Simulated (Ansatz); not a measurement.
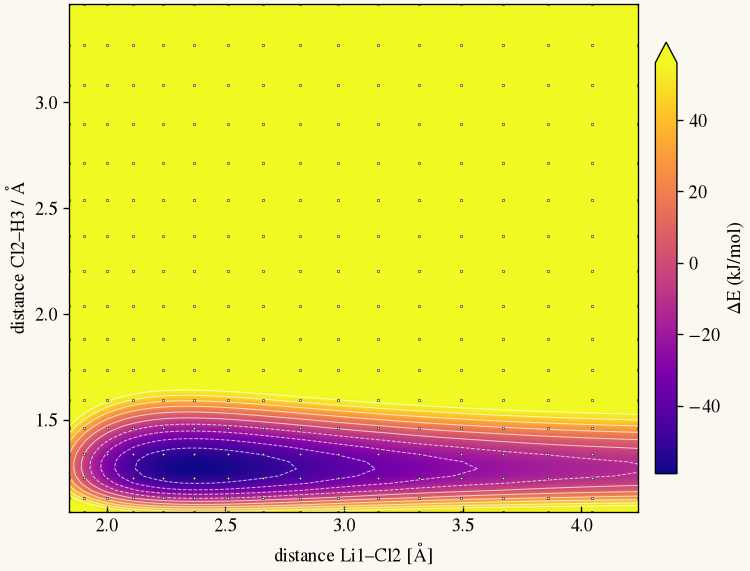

The system Li⁺ + ClH. 
- The first coordinate is: distance Li1–Cl2; the second: distance Cl2–H3.
- Nothing is relaxed (the angle Li1–Cl2–H3 is fixed at 90 degrees).
- Grid: 17 × 17 points.
- Points are written as (first, second).
- Energies: kJ/mol, counted from Li with charge +1 far from the relaxed ClH (each part in its own basis).
- The reference is spin-restricted, so regions where a bond is pulled apart into radicals lie too high.
- Method: Ansatz, RHF/def2-TZVPD.

The picture shows a smooth colour map with a few white contour lines, dots at the grid points, one colour for all values above the top of the scale. Between grid points the surface is interpolated.

Where is the minimum, and how stiff is the well along each coordinate?

Answer. The interpolated minimum is at distance Li1–Cl2 ≈ 2.373 Å, distance Cl2–H3 ≈ 1.276 Å. The curvatures there are about 2.3 eV/Å² and 34 eV/Å², with a cross term of about 0.3 eV/Å². Round the minimum the two coordinates are nearly uncoupled. (1 eV is 96.5 kJ/mol.)
